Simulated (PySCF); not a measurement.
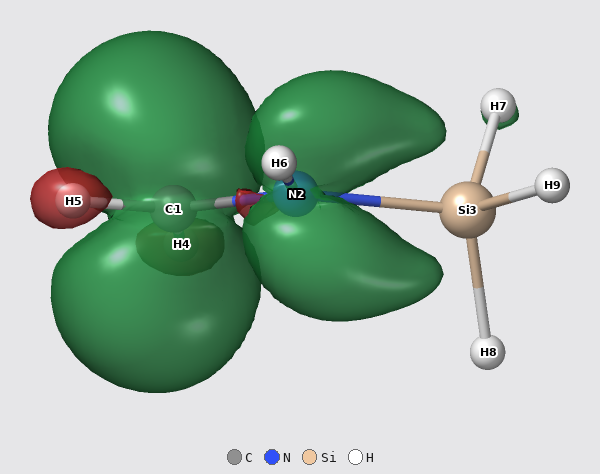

The picture shows: CH6NSi (SMILES [CH2]N[SiH3]) (doublet). Isosurfaces of the spin density at +0.015 (green) and −0.015 e/Å³ (red), seen from one side.

Geometry: GFN2-xTB.

The calculation used UKS B3LYP, pcH-1 on C H N Si, non-relativistic, mean-field spin-orbit, GIAO (PySCF 2.14.0, density-fitted response routines).

```xyz
9

C     1.4781   -0.3874   -0.0906
N     0.3999    0.2401    0.4693
Si   -1.2482    0.1458   -0.0486
H     1.3357   -0.9235   -1.0047
H     2.4602   -0.2103    0.2969
H     0.6252    0.7449    1.3120
H    -1.7540   -1.2331    0.0076
H    -1.3492    0.6092   -1.4378
H    -1.9342    1.0203    0.8979
```

Where is the unpaired spin?

The unpaired spin (1 electron) lies mostly on C1 (about 0.6) and N2 (about 0.2), in electrons by Hirshfeld's partition.
